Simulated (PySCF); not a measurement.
C2H6F3GeN

```xyz
13

F    -1.1031   -0.2712   -1.4047
C    -1.4915   -0.0496   -0.1334
F    -1.5799    1.2814    0.0005
F    -2.7289   -0.5422   -0.0138
C    -0.4986   -0.6575    0.8497
N     0.7442    0.0615    0.8649
Ge    1.6151    0.3731   -0.7178
H    -0.3194   -1.6830    0.5118
H    -0.9645   -0.6821    1.8387
H     0.6850    0.8789    1.4586
H     1.7247   -0.9617   -1.3708
H     2.9432    0.8849   -0.2683
H     0.9694    1.3683   -1.6333
```

Geometry: GFN2-xTB.

These are results of CAM-B3LYP/def2-SVPD, SCF density, gas phase in PySCF 2.14.0, not measurements.

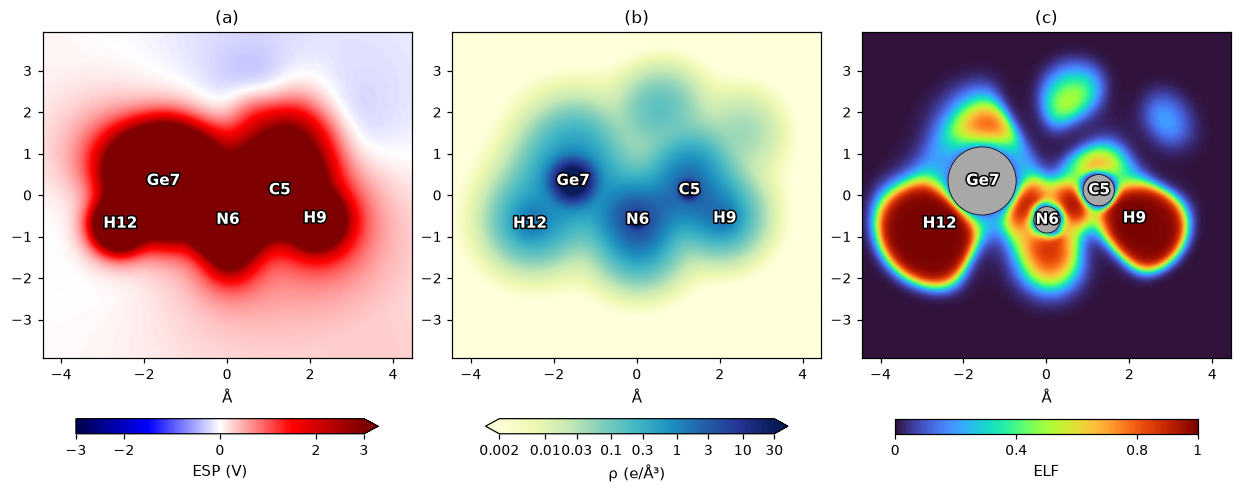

Figure 1. (a) electrostatic potential; (b) total electron density; (c) ELF on the plane of atoms N6, C5 and H9. Grey discs cover the atomic cores in the ELF map.

> Interpret the plot.

The section cuts through C, N, Ge and H sites.
C–N (1.44 Å): ρ at the midpoint is about 2 e/Å³; the ELF peaks at about 0.95 between the atoms, as expected for a covalent bond.
Ge–N (1.83 Å): ρ at the midpoint is about 0.97 e/Å³; the ELF peaks at about 0.90 in the valence shell of N, 0.6 Å from its nucleus, and is about 0.50 at the midpoint.
C–H (1.09 Å): the density is about 2 e/Å³ at the midpoint; the ELF climbs to about 1 towards the hydrogen, as it does in any bond to H: a covalent bond by its length.
Ge–H (1.49 Å): ρ at the midpoint is about 1.2 e/Å³; the ELF climbs to about 1 towards the hydrogen.
Outside the dense part of the molecule the potential is most negative (−0.3 V) near F1, which lies off the plane.

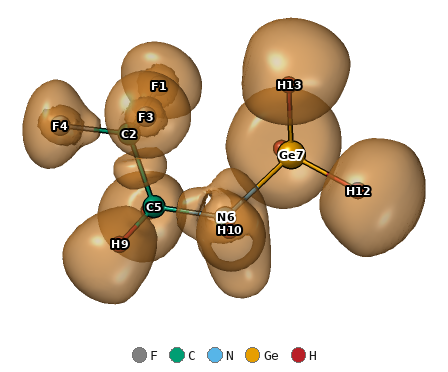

Figure 2. Isosurface of the electron localisation function at 0.75 (orange), seen across its widest extent. Only the valence region is drawn (cores and ρ < 0.01 e/Å³ removed).

> What do the ELF domains correspond to?

The ELF exceeds this value in one region between bonded C–C atoms (shared pairs), five regions around hydrogen nuclei, three regions on F in which the atom's valence shell and bonds are merged and one joined region spread over several atoms (H, N), in which their bonds and any lone pairs are merged.


C–F (1.34 Å): the ELF peaks at about 0.85 between the atoms (a polar covalent bond).

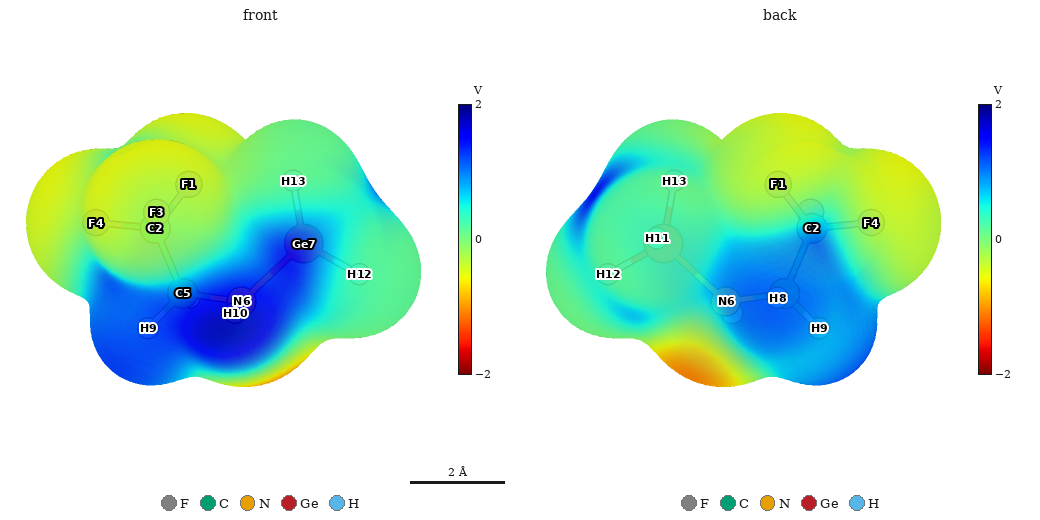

Figure 3. The electrostatic potential painted on the density surface at 0.002 e/bohr³, seen from the front and from behind; red is negative and blue positive.

> Where is the surface potential most negative and most positive?

The most negative region (about −1.0 V) lies over N6, the most positive (about +1.8 V) over H10. N6 is the likeliest acceptor of a hydrogen bond.
